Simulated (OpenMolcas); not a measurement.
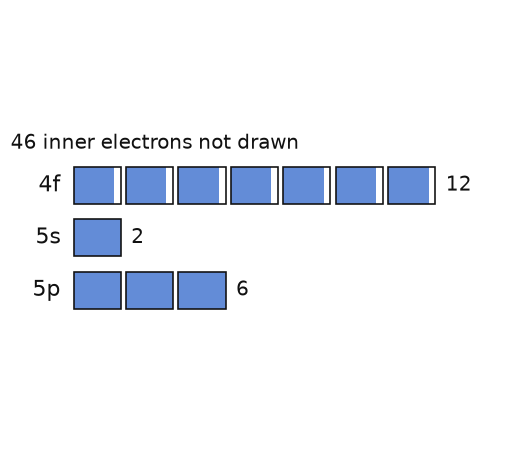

*The outer shells of the leading configuration of the lowest level: a box for each of the 2l + 1 orbitals, shaded by the share of the shell that is filled, with the electron count at the right.*

**Multiconfigurational calculation for Tm³⁺ complex (part 1 of 2)**

Tm³⁺ with 8 ligands (F; cube, 2.326 Å), embedded in CaF2 by model potentials and point charges, whose field is part of the energies. Computed at this level: state-averaged CASSCF, active space 12 electrons in the shell 4f, basis ANO-RCC-VDZP on the metal and ANO-RCC-VDZP on the ligands, DKH2 scalar Hamiltonian, spin-orbit coupling by RASSI with atomic mean-field integrals (OpenMolcas).

## Summary

| quantity | value |
| --- | --- |
| outcome | converged |
| energy of the lowest spin-free term | −14353.34548 hartree |
| energy of the lowest spin-orbit level | −14353.37739 hartree |
| largest spread among components of a term | 0.3 cm⁻¹ |
| hardware | 1 thread of Arm Neoverse V2, 24 GiB of memory available, shared host |
| wall time | 32 s |
| peak memory | 0.6 GiB |

## Remarks

Without dynamic correlation the splittings between terms come out too large, often by 20 to 50 %. To bear in mind: the geometry is set by hand, with no relaxation.

## Input file
```
&GATEWAY
Basis set
Tm.ANO-RCC-VDZP.
Tm1 0.0 0.0 0.0 Angstrom
End of basis
Basis set
F.ANO-RCC-VDZP.
L1 1.342917 1.342917 1.342917 Angstrom
L2 1.342917 1.342917 -1.342917 Angstrom
L3 1.342917 -1.342917 1.342917 Angstrom
L4 1.342917 -1.342917 -1.342917 Angstrom
End of basis
Basis set
Ca.EMB-AIMP.Pascual.0s.0s.ECP.CaF2.
PseudoCharge
* 21 symmetry-unique lattice sites within 7.6 angstrom
End of basis
Basis set
F.EMB-AIMP.Pascual.0s.0s.ECP.CaF2.
PseudoCharge
* 40 symmetry-unique lattice sites within 7.6 angstrom
End of basis
Symmetry
XYZ
AngMom=0.0 0.0 0.0
AMFI
RICD
XField
1348 Angstrom 0
* Evjen-weighted lattice charges
&SEWARD
&RASSCF
FileOrb=start.orb
Symmetry=1
Spin=3
nActEl=12 0 0
Inactive=35 32
Ras2=0 7
CIRoot=21 21 1
SDav=21
CIMx=300
Iter=150 100
PrWF=0.3
OrbListing=Nothing
MaxOrb=0
LevShft=1.0
>>> COPY $Project.JobIph JOB001
&RASSCF
FileOrb=start.orb
Symmetry=1
Spin=1
nActEl=12 0 0
Inactive=35 32
Ras2=0 7
CIRoot=28 28 1
SDav=28
CIMx=300
Iter=150 100
PrWF=0.3
OrbListing=Nothing
MaxOrb=0
CIOnly
LevShft=1.0
>>> COPY $Project.JobIph JOB002
&RASSI
NrOfJobIphs=2 21 27
1 2 3 4 5 6 7 8 9 10 11 12 13 14 15 16 17 18 19 20 21
1 2 3 4 5 6 7 8 9 10 11 12 13 14 15 16 17 18 19 20 21 22 23 24 25 26 27
IphNames
JOB001
JOB002
EJob
SpinOrbit
DIPRint=1.0
SOCoupling=1000.0
Subsets=2
Property=9
'ANGMOM' 1 'ANGMOM' 2 'ANGMOM' 3 'MLTPL  1' 1 'MLTPL  1' 2 'MLTPL  1' 3
'AMFI' 1 'AMFI' 2 'AMFI' 3
SOProperty=3
'ANGMOM' 1 'ANGMOM' 2 'ANGMOM' 3
```

The file start.orb holds starting orbitals from an earlier step. A driver script formed the levels outside the program, from RASSI's spin-orbit matrix and the active-space energies, averaged over the components of each term or state.

Launched with:
```bash
OMP_NUM_THREADS=1 MOLCAS_MEM=2457 MOLCAS_PROJECT=a pymolcas a.inp > a.log  # once for each step of the input, in one work folder
```

## Output (extracts)
```
--- SEWARD ---
Basis set label: TM.ANO-RCC...7S6P4D2F1G.

      Electronic valence basis set:
      ------------------
      Associated Effective Charge  69.000000 au
      Associated Actual Charge     69.000000 au
      Nuclear Model: Point charge

      Shell  nPrim  nBasis  Cartesian Spherical Contaminant
         s      25       7        X
         p      22       6        X
         d      15       4                 X
         f      11       2                 X
         g       4       1                 X
                  Relativistic Douglas-Kroll-Hess integrals:
                    - DKH order of Hamiltonian: 2
                    - DKH order of Properties : 0
                  Atomic mean-field integrals
--- RASSCF ---
Wave function specifications:
      -----------------------------

      Number of closed shell electrons         134
      Number of electrons in active shells      12
      Max number of holes in RAS1 space          0
      Max nr of electrons in RAS3 space          0
      Number of inactive orbitals               67
      Number of active orbitals                  7
      Number of secondary orbitals             106
      Spin quantum number                      1.0
      State symmetry                             1
Orbital specifications:
      -----------------------

      Symmetry species                           1   2
                                                ag  au
      Frozen orbitals                            0   0
      Inactive orbitals                         35  32
      Active orbitals                            0   7
      RAS1 orbitals                              0   0
      RAS2 orbitals                              0   7
      RAS3 orbitals                              0   0
      Secondary orbitals                        57  49
      Deleted orbitals                           0   0
      Number of basis functions                 92  88
      Number of CSFs                            21
      Number of root(s) required                21
      Iter CI   SX   CI       RASSCF       Energy    max ROT     max BLB   max BLB  Level Ln srch  Step   QN
          iter iter root      energy       change     param      element    value   shift minimum  type update
 Nr of preliminary CI iterations:   1
      Total energies have been shifted. Add               -14000.00 au
        1   1    9    0  -352.40262660    0.00E+00  -4.10E-02   34  41 2  4.12E-01*  1.69   0.00    SX    NO
        2   1    9    0  -353.11856057   -7.16E-01* -2.03E-02   38  45 2 -1.62E-01*  1.11   0.00    SX    NO
        3   1    9    0  -353.25491880   -1.36E-01* -1.36E-02   34  41 2  1.12E-01*  1.22   0.00    SX    NO
        4   1    9    0  -353.28583253   -3.09E-02* -1.07E-02   38  45 2 -8.17E-02*  1.04   0.00    SX    NO
        5   1    8    0  -353.29861014   -1.28E-02* -4.81E-03   34  41 2  6.11E-02*  1.13   0.87    QN   YES
        6   1    8    0  -353.30603017   -7.42E-03*  3.43E-03   34  41 2  2.06E-02*  1.09   1.75    LS   YES
        7   1    8    0  -353.30770782   -1.68E-03*  1.26E-03   11  48 2 -8.64E-03*  1.05   1.05    QN   YES
        8   1    7    0  -353.30803991   -3.32E-04*  5.53E-04   11  48 2 -3.43E-03*  1.06   1.44    LS   YES
        9   1    7    0  -353.30807447   -3.46E-05*  3.80E-04   36  43 2  2.64E-03*  1.06   1.01    QN   YES
       10   1    7    0  -353.30811715   -4.27E-05*  2.65E-04   36  43 2  9.28E-04*  1.06   1.70    LS   YES
       11   1    7    0  -353.30812592   -8.77E-06* -1.27E-04   10  47 2  7.70E-04*  1.06   1.01    QN   YES
       12   1    6    0  -353.30813014   -4.22E-06*  1.44E-04   10  47 2  4.09E-04*  1.06   2.13    LS   YES
       13   1    6    0  -353.30813172   -1.58E-06* -4.73E-05   12  52 2  2.36E-04*  1.06   0.97    QN   YES
       14   1    5    0  -353.30813205   -3.29E-07* -2.38E-05   12  52 2  6.85E-05   1.06   1.50    LS   YES
       15   1    5    0  -353.30813209   -4.36E-08* -1.36E-05   38  45 2  6.96E-05   1.06   1.06    QN   YES
       16   1    5    0  -353.30813212   -2.88E-08* -1.10E-05   38  45 2  1.71E-05   1.06   1.71    QN   YES
       17   1    4    0  -353.30813213   -8.15E-09  -2.96E-06   11  48 2 -6.15E-06   1.06   1.11    QN   YES
      Convergence after 17 iterations
       18   1    4    0  -353.30813213   -8.71E-10  -2.96E-06   34  41 2 -3.39E-06   1.06   1.11    QN   YES
      Natural orbitals and occupation numbers for root  1
      sym 2:   1.852447   1.295105   2.000000   1.295105   1.852447   1.852447   1.852447
      Natural orbitals and occupation numbers for root  2
      sym 2:   2.000000   1.295105   1.295105   1.852447   1.852447   1.852447   1.852447
      Natural orbitals and occupation numbers for root  3
      sym 2:   1.295105   1.295105   1.852447   1.852447   2.000000   1.852447   1.852447
::    RASSCF root number  1 Total energy: -14353.34547696
::    RASSCF root number  2 Total energy: -14353.34547696
::    RASSCF root number  3 Total energy: -14353.34547696
::    RASSCF root number  4 Total energy: -14353.34455109
::    RASSCF root number  5 Total energy: -14353.34455109
::    RASSCF root number  6 Total energy: -14353.34455109
::    RASSCF root number  7 Total energy: -14353.34331898
::    RASSCF root number  8 Total energy: -14353.34331898
::    RASSCF root number  9 Total energy: -14353.34331898
::    RASSCF root number 10 Total energy: -14353.34331526
::    RASSCF root number 11 Total energy: -14353.34331526
::    RASSCF root number 12 Total energy: -14353.30825257
::    RASSCF root number 13 Total energy: -14353.30825257
::    RASSCF root number 14 Total energy: -14353.30825257
::    RASSCF root number 15 Total energy: -14353.30814479
::    RASSCF root number 16 Total energy: -14353.30814479
::    RASSCF root number 17 Total energy: -14353.30814479
::    RASSCF root number 18 Total energy: -14353.30744642
::    RASSCF root number 19 Total energy: -14353.17582151
::    RASSCF root number 20 Total energy: -14353.17582151
::    RASSCF root number 21 Total energy: -14353.17582151
--- RASSCF ---
Wave function specifications:
      -----------------------------

      Number of closed shell electrons         134
      Number of electrons in active shells      12
      Max number of holes in RAS1 space          0
      Max nr of electrons in RAS3 space          0
      Number of inactive orbitals               67
      Number of active orbitals                  7
      Number of secondary orbitals             106
      Spin quantum number                      0.0
      State symmetry                             1
Orbital specifications:
      -----------------------

      Symmetry species                           1   2
                                                ag  au
      Frozen orbitals                            0   0
      Inactive orbitals                         35  32
      Active orbitals                            0   7
      RAS1 orbitals                              0   0
      RAS2 orbitals                              0   7
      RAS3 orbitals                              0   0
      Secondary orbitals                        57  49
      Deleted orbitals                           0   0
      Number of basis functions                 92  88
      Number of CSFs                            28
      Number of root(s) required                28
      Iter CI   SX   CI       RASSCF       Energy    max ROT     max BLB   max BLB  Level Ln srch  Step   QN
          iter iter root      energy       change     param      element    value   shift minimum  type update
 Nr of preliminary CI iterations:   1
        1   1    0    0-14353.22339845    0.00E+00   0.00E+00   34  41 2 -7.87E-03*  0.00   0.00    SX    NO
      Natural orbitals and occupation numbers for root  1
      sym 2:   1.736799   0.870345   1.973086   1.736799   1.973086   1.736799   1.973086
      Natural orbitals and occupation numbers for root  2
      sym 2:   1.946181   1.224369   2.000000   1.829449   1.946181   1.224369   1.829449
      Natural orbitals and occupation numbers for root  3
      sym 2:   1.948394   1.305510   1.305510   2.000000   1.746096   1.948394   1.746096
::    RASSCF root number  1 Total energy: -14353.30603999
::    RASSCF root number  2 Total energy: -14353.30390596
::    RASSCF root number  3 Total energy: -14353.30390596
::    RASSCF root number  4 Total energy: -14353.30390596
::    RASSCF root number  5 Total energy: -14353.30238206
::    RASSCF root number  6 Total energy: -14353.30238206
::    RASSCF root number  7 Total energy: -14353.30223096
::    RASSCF root number  8 Total energy: -14353.30223096
::    RASSCF root number  9 Total energy: -14353.30223096
::    RASSCF root number 10 Total energy: -14353.21770403
::    RASSCF root number 11 Total energy: -14353.21770403
::    RASSCF root number 12 Total energy: -14353.21770403
::    RASSCF root number 13 Total energy: -14353.21627493
::    RASSCF root number 14 Total energy: -14353.21627493
::    RASSCF root number 15 Total energy: -14353.19103517
::    RASSCF root number 16 Total energy: -14353.19084110
::    RASSCF root number 17 Total energy: -14353.19084110
::    RASSCF root number 18 Total energy: -14353.19084110
::    RASSCF root number 19 Total energy: -14353.19061818
::    RASSCF root number 20 Total energy: -14353.19061818
::    RASSCF root number 21 Total energy: -14353.19061818
::    RASSCF root number 22 Total energy: -14353.18928164
::    RASSCF root number 23 Total energy: -14353.18928164
::    RASSCF root number 24 Total energy: -14353.18928019
::    RASSCF root number 25 Total energy: -14353.18928019
::    RASSCF root number 26 Total energy: -14353.18928019
::    RASSCF root number 27 Total energy: -14353.18927754
::    RASSCF root number 28 Total energy: -14352.96918519
```

(Continued in part 2.)
